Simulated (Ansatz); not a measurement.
**C2H9AlSe: basis-set convergence**

How large a basis does C2H9AlSe need? Two functionals are run in growing sets.

Computed with Ansatz 0.2.0, Gaussian basis. Level: one geometry, several basis sets.

Plan: PBE0-D4/def2-SVP; ωB97M-V/def2-SVP; PBE0-D4/def2-QZVPP; ωB97M-V/def2-QZVPP; the functionals' def2-TZVPP values are taken from earlier runs.

## Step 1: The geometry

All runs share one geometry, relaxed beforehand with PBE0-D4 in a triple-zeta def2 set.

SMILES `[CH3][AlH-]([CH3])[SeH2+]`, 13 atoms, charge 0, spin multiplicity 1.

Atoms are counted from 1 here; the program's logs count them from 0.

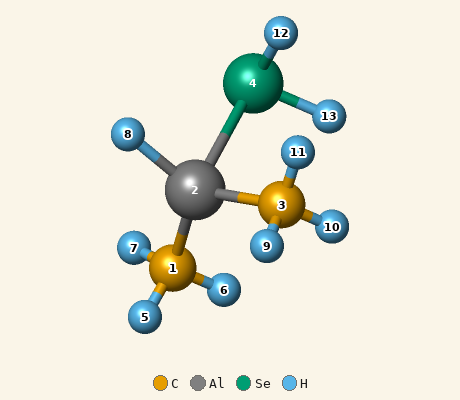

The structure; carbon amber, aluminium grey, selenium teal, hydrogen blue; atoms are numbered from 1 in the order of the file.

## Step 2: PBE0-D4 in def2-SVP

Contents of in.yaml:

```yaml
crystal:
  periodic: [false, false, false]
  atoms:
    - {symbol: C, position_ang: [-1.168172, 1.493505, -0.596671]}
    - {symbol: Al, position_ang: [-0.295739, -0.271882, -0.639088]}
    - {symbol: C, position_ang: [1.664285, -0.386237, -0.479433]}
    - {symbol: Se, position_ang: [-1.045368, -1.108362, 1.827549]}
    - {symbol: H, position_ang: [-1.030924, 2.002414, -1.557829]}
    - {symbol: H, position_ang: [-0.747255, 2.154548, 0.167988]}
    - {symbol: H, position_ang: [-2.247449, 1.429438, -0.428153]}
    - {symbol: H, position_ang: [-1.066778, -1.487423, -1.348474]}
    - {symbol: H, position_ang: [2.138585, -0.097027, -1.424509]}
    - {symbol: H, position_ang: [2.061819, 0.285792, 0.288163]}
    - {symbol: H, position_ang: [2.012528, -1.398592, -0.252291]}
    - {symbol: H, position_ang: [-0.188220, -2.300586, 1.837401]}
    - {symbol: H, position_ang: [-0.066910, -0.350286, 2.620047]}
basis:
  gaussian: {orbitals: def2-SVP}
hamiltonian: {xc: pbe0, dispersion: d4}
output: {orbitals: {seedname: orbitals}}
```

On the command line:

```
$ ansatz run in.yaml --threads 4 --pin off --events-out ev --progress --plain --max-ram 10444MiB
```

The log of the run:

```text
Functional definition: PBE0
  name "PBE0"
  cite "Adamo & Barone, J. Chem. Phys. 110, 6158 (1999) doi:10.1063/1.478522"
  cite "Perdew, Burke & Ernzerhof, Phys. Rev. Lett. 77, 3865 (1996) doi:10.1103/PhysRevLett.77.3865"
  parent pbe
  parameter a = 0.25
  parameter kappa = 0.804
  parameter beta = 0.06672455060314922
  exchange = (1 - a)*pbe_x(kappa = kappa, mu = beta*pi^2/3) + a*exact_x
  correlation = pbe_c(beta = beta)
1226 factors; integrals over basis functions are off by at most 1.2e-3 eV
mean field evaluation 1: about -74132.7142 eV, gradient 6.2e1 eV
mean field evaluation 2: about -74128.7121 eV, gradient 6.9e1 eV
mean field evaluation 4: about -74142.2194 eV, gradient 1.5e0 eV
mean field evaluation 8: about -74142.3589 eV, gradient 8.0e-2 eV
mean field evaluation 16: about -74142.3589 eV, gradient 4.0e-5 eV
mean field -74142.35887726 eV, -2724.6814332435 hartree, gradient 4.0e-5 eV, S^2 0.000000; 0 other end points of the search recorded, 0 dependent functions left out
reference -74142.35890735 eV, -2724.6814343491 hartree; 34, 34 occupied and 89, 89 virtual orbitals, 1226 factors
Total energy: -74142.58440521 eV, -2724.6897212429 hartree
```

Wall time 1.6 s (4 threads of Arm Neoverse V1, shared host); peak memory 0.28 GiB.

## Step 3: ωB97M-V in def2-SVP

in.yaml: that of step 2 with these lines changed.

```diff
@@ -18,3 +18,3 @@
   gaussian: {orbitals: def2-SVP}
-hamiltonian: {xc: pbe0, dispersion: d4}
+hamiltonian: {xc: {name: wB97M-V}}
 output: {orbitals: {seedname: orbitals}}
```

The command is unchanged.

The log of the run, shortened:

```text
Functional definition: wB97M-V
  name "wB97M-V"
  cite "Mardirossian & Head-Gordon, J. Chem. Phys. 144, 214110 (2016) doi:10.1063/1.4952647"
  cite "Becke, J. Chem. Phys. 107, 8554 (1997) doi:10.1063/1.475007"
  cite "Vydrov & Van Voorhis, J. Chem. Phys. 133, 244103 (2010) doi:10.1063/1.3521275"
  # Of w^i u^j: cxij and so on, Table III.
[...]
  gx(w, u) = 1 - cx + cx01*u + cx10*w
  gss(w, u) = css00 + css04*u^4 + css10*w + css20*w^2 + css43*w^4*u^3
  gos(w, u) = cos00 + cos10*w + (cos20 + cos21*u)*w^2 + (cos60 + cos61*u)*w^6
[...]
      + integral(e_c_pw_mod_opposite_spin*gos(b97_w_opposite, b97_u_opposite)) + vv10(b, c)
1226 factors; integrals over basis functions are off by at most 1.2e-3 eV
356 factors; integrals over basis functions are off by at most 7.6e-6 eV
[...]
mean field -74149.98142408 eV, -2724.9615566723 hartree, gradient 2.2e-5 eV, S^2 0.000000; 0 other end points of the search recorded, 0 dependent functions left out
reference -74149.98147358 eV, -2724.9615584915 hartree; 34, 34 occupied and 89, 89 virtual orbitals, 1226 factors
Total energy: -74149.98147358 eV, -2724.9615584915 hartree
```

Wall time 7 s (4 threads of Arm Neoverse V1, shared host); peak memory 0.42 GiB.

## Step 4: PBE0-D4 in def2-QZVPP

in.yaml: that of step 3 with these lines changed.

```diff
@@ -17,4 +17,4 @@
 basis:
-  gaussian: {orbitals: def2-SVP}
-hamiltonian: {xc: {name: wB97M-V}}
+  gaussian: {orbitals: "def2-QZVPP.json"}
+hamiltonian: {xc: pbe0, dispersion: d4}
 output: {orbitals: {seedname: orbitals}}
```

Same command.

The log of the run:

```text
Functional definition: PBE0
  name "PBE0"
  cite "Adamo & Barone, J. Chem. Phys. 110, 6158 (1999) doi:10.1063/1.478522"
  cite "Perdew, Burke & Ernzerhof, Phys. Rev. Lett. 77, 3865 (1996) doi:10.1103/PhysRevLett.77.3865"
  parent pbe
  parameter a = 0.25
  parameter kappa = 0.804
  parameter beta = 0.06672455060314922
  exchange = (1 - a)*pbe_x(kappa = kappa, mu = beta*pi^2/3) + a*exact_x
  correlation = pbe_c(beta = beta)
1887 factors; their error is unknown
mean field evaluation 1: about -74143.2806 eV, gradient 7.7e1 eV
mean field evaluation 2: about -74131.5937 eV, gradient 9.2e1 eV
mean field evaluation 4: about -74156.6216 eV, gradient 5.0e0 eV
mean field evaluation 8: about -74156.6640 eV, gradient 7.1e-2 eV
mean field evaluation 16: about -74156.8675 eV, gradient 6.0e-5 eV
mean field -74156.86750259 eV, -2725.2146153899 hartree, gradient 6.0e-5 eV, S^2 0.000000; 0 other end points of the search recorded, 0 dependent functions left out
reference -74156.86754817 eV, -2725.2146170649 hartree; 34, 34 occupied and 509, 509 virtual orbitals, 1887 factors
Total energy: -74157.09304603 eV, -2725.2229039587 hartree
```

Wall time 13 s (4 threads of Arm Neoverse V1, shared host); peak memory 2.4 GiB.

## Step 5: ωB97M-V in def2-QZVPP

in.yaml: that of step 4 with these lines changed.

```diff
@@ -18,3 +18,3 @@
   gaussian: {orbitals: "def2-QZVPP.json"}
-hamiltonian: {xc: pbe0, dispersion: d4}
+hamiltonian: {xc: {name: wB97M-V}}
 output: {orbitals: {seedname: orbitals}}
```

Launched as before.

The log of the run, shortened:

```text
Functional definition: wB97M-V
  name "wB97M-V"
  cite "Mardirossian & Head-Gordon, J. Chem. Phys. 144, 214110 (2016) doi:10.1063/1.4952647"
  cite "Becke, J. Chem. Phys. 107, 8554 (1997) doi:10.1063/1.475007"
  cite "Vydrov & Van Voorhis, J. Chem. Phys. 133, 244103 (2010) doi:10.1063/1.3521275"
  # Of w^i u^j: cxij and so on, Table III.
[...]
  gx(w, u) = 1 - cx + cx01*u + cx10*w
  gss(w, u) = css00 + css04*u^4 + css10*w + css20*w^2 + css43*w^4*u^3
  gos(w, u) = cos00 + cos10*w + (cos20 + cos21*u)*w^2 + (cos60 + cos61*u)*w^6
[...]
      + integral(e_c_pw_mod_opposite_spin*gos(b97_w_opposite, b97_u_opposite)) + vv10(b, c)
1819 factors; their error is unknown
474 factors; integrals over basis functions are off by at most 6.9e-6 eV
[...]
mean field -74164.61463238 eV, -2725.4993171588 hartree, gradient 2.9e-5 eV, S^2 0.000000; 0 other end points of the search recorded, 0 dependent functions left out
reference -74164.61470626 eV, -2725.4993198739 hartree; 34, 34 occupied and 509, 509 virtual orbitals, 1819 factors
Total energy: -74164.61470626 eV, -2725.4993198739 hartree
```

Wall time 27 s (4 threads of Arm Neoverse V1, shared host); peak memory 2.8 GiB.

## Step 6: Density functionals: the series

The def2-TZVPP values come from earlier runs at the same geometry.

| functional | basis | functions | energy (eV) | from the largest (eV) | HOMO (eV) | LUMO (eV) |
| --- | --- | --- | --- | --- | --- | --- |
| PBE0-D4 | def2-SVP | 123 | -74142.5844 | 14.509 | -7.20 | -0.63 |
| PBE0-D4 | def2-TZVPP | 278 | -74155.3697 | 1.723 | -7.25 | -0.79 |
| PBE0-D4 | def2-QZVPP | 543 | -74157.0930 | 0.000 | -7.26 | -0.84 |
| ωB97M-V | def2-SVP | 123 | -74149.9815 | 14.633 | -9.44 | 1.40 |
| ωB97M-V | def2-TZVPP | 278 | -74162.9404 | 1.674 | -9.51 | 1.14 |
| ωB97M-V | def2-QZVPP | 543 | -74164.6147 | 0.000 | -9.51 | 0.81 |

## Step 7: Results

| quantity | value |
| --- | --- |
| PBE0-D4: double and triple zeta above quadruple | 14.51, 1.72 eV |
| ωB97M-V: double and triple zeta above quadruple | 14.63, 1.67 eV |

**Reading.** PBE0-D4 gains 12.79 eV from double to triple zeta, then 1.72 eV more. These are total energies; as a rule much of such shifts cancels in differences, which this series doesn't test. The LUMO of ωB97M-V is positive and keeps falling with the basis (1.40 to 0.81 eV): an unbound level that the basis holds in place.

For PBE0-D4 the largest set took about 8 times as long as the smallest (13 s against 1.6 s).
